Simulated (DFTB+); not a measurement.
**Run report: C₂H₈FGeN, geometry relaxation (part 1 of 3)**

- system: C₂H₈FGeN, SMILES C[N](C)[GeH2][F]
- method: GFN1-xTB, R-SCC, dispersion built in (DFTB+ 25.1)

The geometry: force field.

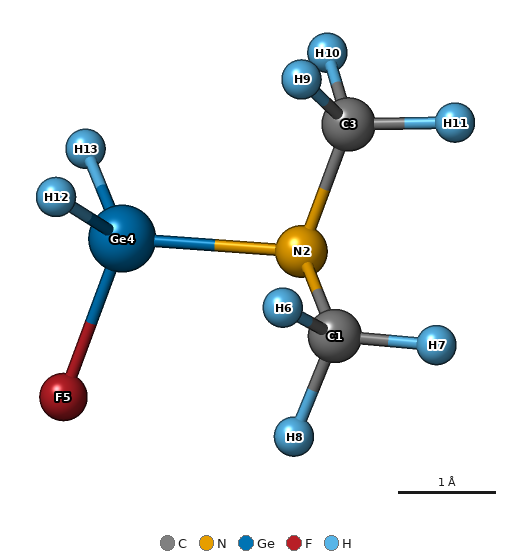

Fig. 1: The structure as given in the input (ball-and-stick view, seen at a tilt; atoms are numbered from 1 in the order of the input). Sticks mark near contacts. Bond lengths as drawn: C–H 1.07 to 1.16 Å, C–N 1.44 Å, F–Ge 1.80 Å, Ge–H 1.45 to 1.60 Å and Ge–N 1.88 Å.

Input file (dftb_in.hsd):
```
Geometry {
  TypeNames {
    "C" "N" "Ge" "F" "H"
  }
  TypesAndCoordinates [Angstrom] {
    1 -0.983300 -0.910500 -0.581000
    2 0.282000 -0.232000 -0.492500
    1 1.026600 -0.838000 0.580500
    3 0.122000 1.604600 -0.113200
    4 -0.806800 2.359400 -1.451300
    5 -1.608800 -0.743700 0.352000
    5 -0.889500 -1.943500 -0.823100
    5 -1.571700 -0.390600 -1.430200
    5 0.544200 -0.716600 1.615500
    5 2.062200 -0.359800 0.684400
    5 1.212500 -1.918600 0.407200
    5 -0.751600 1.758100 1.214400
    5 1.382600 2.296400 0.052100
  }
}

Driver = GeometryOptimisation {
  Optimiser = Rational {}
  MaxSteps = 200
  Convergence {
    GradElem = 0.003
  }
  AppendGeometries = Yes
}

Hamiltonian = xTB {
  Method = "GFN1-xTB"
  SCCTolerance = 1e-08
}

Analysis {
  PrintForces = Yes
}

Options {
  WriteResultsTag = Yes
}

ParserOptions {
  ParserVersion = 14
}
```

Hardware: 1 thread of AMD EPYC (Zen 3), 32 GiB of memory available, shared host.

Run as:
```bash
dftb+ > output.log
```

What the program printed:
```
|  DFTB+ development version (commit: a23bfb2)

Reading input file 'dftb_in.hsd'
Parser version: 14

--------------------------------------------------------------------------------

Processed input in HSD format written to 'dftb_pin.hsd'

Starting initialization...
--------------------------------------------------------------------------------
OpenMP threads:              1
Chosen random seed:          190576447
Current stacksize:           unlimited
Mode:                        Geometry optimisation relaxation
Self consistent charges:     Yes
SCC-tolerance:                 0.100000E-07
Max. scc iterations:                    100
Shell resolved Hubbard:      Yes
Spin polarisation:           No
Nr. of up electrons:            16.000000
Nr. of down electrons:          16.000000
Periodic boundaries:         No
Electronic solver:           Relatively robust
Mixer:                       Broyden mixer
Mixing parameter:                  0.200000
Nr. of chrg. vec. in memory:            100
Max. SCC-cycles:                        100
Max. nr. of geometry steps:             200
tblite library version:      0.3.0
-> parametrization:          GFN1-xTB
-> repulsion:                Yes
-> dispersion:               Yes
-> halogen bonding:          Yes
-> electrostatics:           Yes
   -> isotropic:             Yes
   -> anisotropic:           No
   -> third-order:           Yes
Electronic temperature:              0.950045E-03 H      0.258520E-01 eV
Initial charges:             Set automatically (system chrg:   0.000E+00)
Included shells:             C:  s, p
                             N:  s, p
                            Ge:  s, p, d
                             F:  s, p
                             H:  s, s2
Extra options:
                             Mulliken analysis
                             Force calculation
Force type                   original

--------------------------------------------------------------------------------

***  Geometry step: 0

 iSCC Total electronic   Diff electronic      SCC error
    1   -0.18096220E+02    0.00000000E+00    0.14005685E+01
    2   -0.18594944E+02   -0.18096220E+02    0.83053869E+00
    3   -0.18594495E+02   -0.49872444E+00    0.53168403E+00
    4   -0.18544741E+02    0.44907193E-03    0.31933078E+00
    5   -0.18613615E+02    0.49754286E-01    0.18827084E+00
    6   -0.18645740E+02   -0.68874247E-01    0.19598362E-01
    7   -0.18645237E+02   -0.32124299E-01    0.36899613E-01
    8   -0.18645790E+02    0.50302862E-03    0.10946389E-01
    9   -0.18645823E+02   -0.55385509E-03    0.53867002E-02
   10   -0.18645832E+02   -0.32327835E-04    0.15711816E-02
   11   -0.18645833E+02   -0.91608036E-05    0.90095599E-03
   12   -0.18645833E+02   -0.78157256E-06    0.28740234E-03
   13   -0.18645833E+02   -0.18460469E-06    0.16208578E-03
   14   -0.18645833E+02   -0.27892483E-07    0.10836144E-04
   15   -0.18645833E+02   -0.14277870E-07    0.12985791E-05
   16   -0.18645833E+02   -0.77964302E-10    0.23224849E-05
   17   -0.18645833E+02    0.99475983E-12    0.81205504E-06
   18   -0.18645833E+02   -0.84554586E-12    0.15481172E-06
   19   -0.18645833E+02   -0.26645353E-12    0.10681219E-06
   20   -0.18645833E+02   -0.10658141E-13    0.84296492E-08

Total Energy:                      -18.5290973202 H         -504.2024 eV
Extrapolated to 0K:                -18.5290973202 H         -504.2024 eV
Total Mermin free energy:          -18.5290973202 H         -504.2024 eV
Force related energy:              -18.5290973202 H         -504.2024 eV

total energy  -1.8529097E+01 H       energy change -1.8529097E+01 H
gradient norm  1.0619962E-01 H/a0    max. gradient  4.5148790E-02 H/a0
step length    0.0000000E+00 a0      max. step      0.0000000E+00 a0

--------------------------------------------------------------------------------

***  Geometry step: 1

 iSCC Total electronic   Diff electronic      SCC error
    1   -0.18657107E+02    0.00000000E+00    0.19044023E-01
    2   -0.18657170E+02   -0.11273800E-01    0.11866949E-01
    3   -0.18657184E+02   -0.63683896E-04    0.47270707E-02
    4   -0.18657185E+02   -0.13660109E-04    0.29126810E-02
    5   -0.18657186E+02   -0.13557726E-05    0.91100711E-03
    6   -0.18657186E+02   -0.46307710E-06    0.14417474E-03
    7   -0.18657186E+02   -0.79902946E-07    0.76410924E-04
    8   -0.18657186E+02   -0.53864575E-08    0.28024434E-04
    9   -0.18657186E+02   -0.43636916E-09    0.35571941E-05
   10   -0.18657186E+02   -0.11635848E-09    0.82618749E-06
   11   -0.18657186E+02   -0.38298253E-11    0.41171016E-06
   12   -0.18657186E+02   -0.31974423E-13    0.14566271E-07
   13   -0.18657186E+02   -0.17763568E-13    0.69504685E-08

Total Energy:                      -18.5372443576 H         -504.4241 eV
Extrapolated to 0K:                -18.5372443576 H         -504.4241 eV
Total Mermin free energy:          -18.5372443576 H         -504.4241 eV
Force related energy:              -18.5372443576 H         -504.4241 eV

total energy  -1.8537244E+01 H       energy change -8.1470374E-03 H
gradient norm  5.2787660E-02 H/a0    max. gradient  1.9725126E-02 H/a0
step length    1.0502814E-01 a0      max. step      4.4650758E-02 a0

--------------------------------------------------------------------------------

***  Geometry step: 2

 iSCC Total electronic   Diff electronic      SCC error
    1   -0.18669398E+02    0.00000000E+00    0.19025439E-01
    2   -0.18669488E+02   -0.12211853E-01    0.12145262E-01
    3   -0.18669504E+02   -0.89958270E-04    0.60763869E-02
    4   -0.18669506E+02   -0.16199061E-04    0.29760539E-02
    5   -0.18669507E+02   -0.21096078E-05    0.93350278E-03
    6   -0.18669507E+02   -0.53169355E-06    0.17874292E-03
    7   -0.18669507E+02   -0.87082203E-07    0.12219495E-03
    8   -0.18669507E+02   -0.47855373E-08    0.31391782E-04
    9   -0.18669507E+02   -0.86969010E-09    0.33967567E-05
   10   -0.18669507E+02   -0.13683277E-09    0.56043372E-06
   11   -0.18669507E+02   -0.39257486E-11    0.32331399E-06
   12   -0.18669507E+02   -0.21316282E-13    0.21104153E-07
   13   -0.18669507E+02   -0.14210855E-13    0.19720423E-08

Total Energy:                      -18.5403889245 H         -504.5097 eV
Extrapolated to 0K:                -18.5403889245 H         -504.5097 eV
Total Mermin free energy:          -18.5403889245 H         -504.5097 eV
Force related energy:              -18.5403889245 H         -504.5097 eV

total energy  -1.8540389E+01 H       energy change -3.1445669E-03 H
gradient norm  2.5684460E-02 H/a0    max. gradient  1.0410862E-02 H/a0
step length    1.0786383E-01 a0      max. step      3.9922445E-02 a0

--------------------------------------------------------------------------------

***  Geometry step: 3

 iSCC Total electronic   Diff electronic      SCC error
    1   -0.18672602E+02    0.00000000E+00    0.44291652E-02
    2   -0.18672612E+02   -0.30953433E-02    0.39968851E-02
    3   -0.18672613E+02   -0.96959105E-05    0.20354231E-02
    4   -0.18672613E+02   -0.10909719E-05    0.57056591E-03
    5   -0.18672613E+02   -0.29580368E-06    0.20276643E-03
    6   -0.18672613E+02   -0.32009861E-07    0.39444555E-04
    7   -0.18672613E+02   -0.35105217E-08    0.19949838E-04
    8   -0.18672613E+02   -0.24221336E-09    0.58153595E-05
    9   -0.18672613E+02   -0.40731862E-10    0.60808433E-06
   10   -0.18672613E+02   -0.56807892E-11    0.88679843E-07
   11   -0.18672613E+02   -0.11013412E-12    0.50324601E-07
   12   -0.18672613E+02   -0.35527137E-14    0.83569303E-08

Total Energy:                      -18.5409812311 H         -504.5258 eV
Extrapolated to 0K:                -18.5409812311 H         -504.5258 eV
Total Mermin free energy:          -18.5409812311 H         -504.5258 eV
Force related energy:              -18.5409812311 H         -504.5258 eV

total energy  -1.8540981E+01 H       energy change -5.9230656E-04 H
gradient norm  1.9448078E-02 H/a0    max. gradient  7.2983247E-03 H/a0
step length    3.3485570E-02 a0      max. step      1.6223383E-02 a0

--------------------------------------------------------------------------------

***  Geometry step: 4

 iSCC Total electronic   Diff electronic      SCC error
    1   -0.18677038E+02    0.00000000E+00    0.96082013E-02
    2   -0.18677073E+02   -0.44245186E-02    0.77333211E-02
    3   -0.18677076E+02   -0.35344427E-04    0.41335140E-02
    4   -0.18677076E+02   -0.26009865E-05    0.11808446E-02
    5   -0.18677077E+02   -0.84654691E-06    0.55638782E-03
    6   -0.18677077E+02   -0.80079918E-07    0.53612769E-04
    7   -0.18677077E+02   -0.17927636E-07    0.31650663E-04
    8   -0.18677077E+02   -0.75030471E-09    0.77344343E-05
    9   -0.18677077E+02   -0.21928059E-09    0.75098932E-06
   10   -0.18677077E+02   -0.12853718E-10    0.27003903E-06
   11   -0.18677077E+02   -0.32329694E-12    0.11989042E-06
   12   -0.18677077E+02   -0.17763568E-13    0.18244467E-07
   13   -0.18677077E+02    0.00000000E+00    0.49664080E-08

Total Energy:                      -18.5416475899 H         -504.5439 eV
Extrapolated to 0K:                -18.5416475899 H         -504.5439 eV
Total Mermin free energy:          -18.5416475899 H         -504.5439 eV
Force related energy:              -18.5416475899 H         -504.5439 eV

total energy  -1.8541648E+01 H       energy change -6.6635884E-04 H
gradient norm  1.4360856E-02 H/a0    max. gradient  6.2585016E-03 H/a0
step length    6.6373455E-02 a0      max. step      3.1134496E-02 a0

--------------------------------------------------------------------------------

***  Geometry step: 5

 iSCC Total electronic   Diff electronic      SCC error
    1   -0.18677826E+02    0.00000000E+00    0.37931429E-02
    2   -0.18677832E+02   -0.74984348E-03    0.24907916E-02
    3   -0.18677832E+02   -0.52781421E-05    0.15505051E-02
    4   -0.18677832E+02   -0.25670129E-06    0.50216196E-03
    5   -0.18677832E+02   -0.79283470E-07    0.97652894E-04
    6   -0.18677832E+02   -0.10280541E-07    0.23983946E-04
    7   -0.18677832E+02   -0.12125341E-08    0.90516484E-05
    8   -0.18677832E+02   -0.32887471E-10    0.12649141E-05
    9   -0.18677832E+02   -0.11286971E-10    0.40428139E-06
   10   -0.18677832E+02   -0.69633188E-12    0.49349694E-07
   11   -0.18677832E+02   -0.35527137E-13    0.21063422E-07
   12   -0.18677832E+02   -0.71054274E-14    0.58458820E-08

Total Energy:                      -18.5418730638 H         -504.5500 eV
Extrapolated to 0K:                -18.5418730638 H         -504.5500 eV
Total Mermin free energy:          -18.5418730638 H         -504.5500 eV
Force related energy:              -18.5418730638 H         -504.5500 eV

total energy  -1.8541873E+01 H       energy change -2.2547384E-04 H
gradient norm  1.3056473E-02 H/a0    max. gradient  5.6719947E-03 H/a0
step length    2.7270733E-02 a0      max. step      1.2520486E-02 a0

--------------------------------------------------------------------------------

***  Geometry step: 6

 iSCC Total electronic   Diff electronic      SCC error
    1   -0.18678806E+02    0.00000000E+00    0.83881227E-02
    2   -0.18678833E+02   -0.97384114E-03    0.47084226E-02
    3   -0.18678834E+02   -0.27013379E-04    0.27997541E-02
    4   -0.18678835E+02   -0.12876255E-05    0.13057574E-02
    5   -0.18678835E+02   -0.36395272E-06    0.25998593E-03
    6   -0.18678835E+02   -0.69415069E-07    0.88766075E-04
    7   -0.18678835E+02   -0.99623527E-08    0.46747007E-04
    8   -0.18678835E+02   -0.38544457E-09    0.65906229E-05
    9   -0.18678835E+02   -0.11142731E-09    0.72916490E-06
   10   -0.18678835E+02   -0.87680974E-11    0.16273422E-06
   11   -0.18678835E+02   -0.31263880E-12    0.90817149E-07
   12   -0.18678835E+02    0.00000000E+00    0.12529208E-07
   13   -0.18678835E+02   -0.10658141E-13    0.26367186E-08

Total Energy:                      -18.5422585523 H         -504.5605 eV
Extrapolated to 0K:                -18.5422585523 H         -504.5605 eV
Total Mermin free energy:          -18.5422585523 H         -504.5605 eV
Force related energy:              -18.5422585523 H         -504.5605 eV

total energy  -1.8542259E+01 H       energy change -3.8548855E-04 H
gradient norm  1.0680458E-02 H/a0    max. gradient  4.2231126E-03 H/a0
step length    6.7834243E-02 a0      max. step      3.0516210E-02 a0

--------------------------------------------------------------------------------

***  Geometry step: 7

 iSCC Total electronic   Diff electronic      SCC error
    1   -0.18679077E+02    0.00000000E+00    0.25398352E-02
    2   -0.18679080E+02   -0.24281610E-03    0.11047396E-02
    3   -0.18679080E+02   -0.27988495E-05    0.81255788E-03
    4   -0.18679080E+02   -0.19104992E-06    0.36525358E-03
    5   -0.18679080E+02   -0.35279310E-07    0.95603220E-04
    6   -0.18679080E+02   -0.10238008E-07    0.19456043E-04
    7   -0.18679080E+02   -0.10360921E-08    0.76114049E-05
    8   -0.18679080E+02   -0.31757708E-10    0.17229374E-05
    9   -0.18679080E+02   -0.31334935E-11    0.24595535E-06
   10   -0.18679080E+02   -0.14424018E-11    0.45938553E-07
   11   -0.18679080E+02   -0.14210855E-13    0.50714425E-08

Total Energy:                      -18.5424002178 H         -504.5644 eV
Extrapolated to 0K:                -18.5424002178 H         -504.5644 eV
Total Mermin free energy:          -18.5424002178 H         -504.5644 eV
Force related energy:              -18.5424002178 H         -504.5644 eV
```
